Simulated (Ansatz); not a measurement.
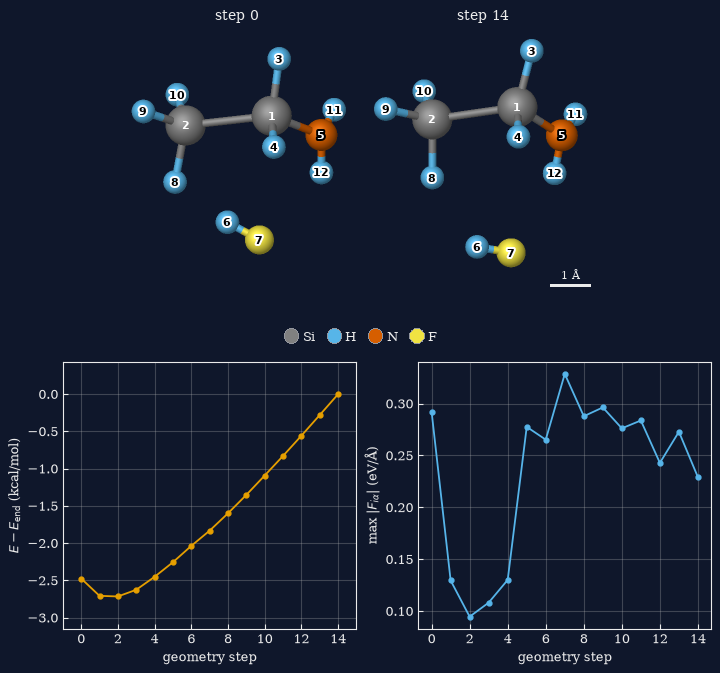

First and last geometry of a saddle-point search of Si$_{2}$NH$_{8}$F, with the history of the run. A ball-and-stick model, seen from a free direction.

These are results of Ansatz 0.2.0, RKS PBE0-D4/def2-SVP, not measurements.

Input file:
```yaml
crystal:
  periodic: [false, false, false]
  atoms:
    - {symbol: Si, position_ang: [-0.687860, -0.209525, -0.991436]}
    - {symbol: Si, position_ang: [0.600686, -1.398746, 0.586398]}
    - {symbol: H, position_ang: [-0.577343, -0.934109, -2.285898]}
    - {symbol: H, position_ang: [-2.096300, -0.251903, -0.515119]}
    - {symbol: N, position_ang: [-0.201998, 1.416880, -1.249467]}
    - {symbol: H, position_ang: [0.085495, 0.900831, 1.967848]}
    - {symbol: F, position_ang: [-0.201823, 1.778155, 1.850022]}
    - {symbol: H, position_ang: [0.571856, -0.710825, 1.925592]}
    - {symbol: H, position_ang: [0.100404, -2.776608, 0.844844]}
    - {symbol: H, position_ang: [2.038805, -1.468193, 0.209678]}
    - {symbol: H, position_ang: [0.555576, 1.610116, -1.884254]}
    - {symbol: H, position_ang: [-0.187399, 2.043727, -0.458207]}
basis:
  gaussian: {orbitals: def2-SVP}
hamiltonian: {xc: pbe0, dispersion: d4}
saddle:
  max_steps: 30
  mode_guess:
    - [-0.0957, 0.2712, 0.1707]
    - [0.0729, -0.0595, 0.1158]
    - [0.0540, 0.0980, 0.2796]
    - [-0.0810, 0.0031, 0.0378]
    - [0.0045, 0.0567, -0.0328]
    - [0.2298, -0.6258, -0.2675]
    - [-0.2450, 0.2262, -0.3129]
    - [0.0580, -0.0956, 0.0887]
    - [-0.0153, 0.0260, -0.0201]
    - [0.0147, 0.0084, 0.0218]
    - [-0.0072, -0.0135, -0.0206]
    - [0.0102, 0.1047, -0.0604]
```

Command:
```bash
ansatz run in.yaml --threads 4 --pin off --events-out ev --progress --plain --max-ram 9574MiB
```

> What do the curves and the structures tell?

The run was cut off at its time limit before the relaxation converged, so the last structure is only a point on the way. The input was poor on purpose: start at a minimum. After 14 geometry steps the energy has risen by 2.47 kcal/mol. The largest force component goes from 0.29 to 0.23 eV/Å. H6 moves most after the best rigid fit: 0.68 Å. By element the largest moves are H 0.68 Å, F 0.57 Å, Si 0.24 Å, N 0.15 Å. Among the contacts that change: Si1–N5 1.717 → 1.734 Å, H6–F7 0.931 → 0.920 Å, Si1–H3 1.488 → 1.497 Å, N5–H12 1.010 → 1.018 Å. Among the angles between lasting bonds that change: Si1–Si2–H8 110.7° → 101.9°, Si2–Si1–N5 115.1° → 107.6°, Si2–Si1–H3 107.2° → 114.6°. Cost: 2.5 min on 4 threads of Intel Xeon @ 2.50GHz (shared host).
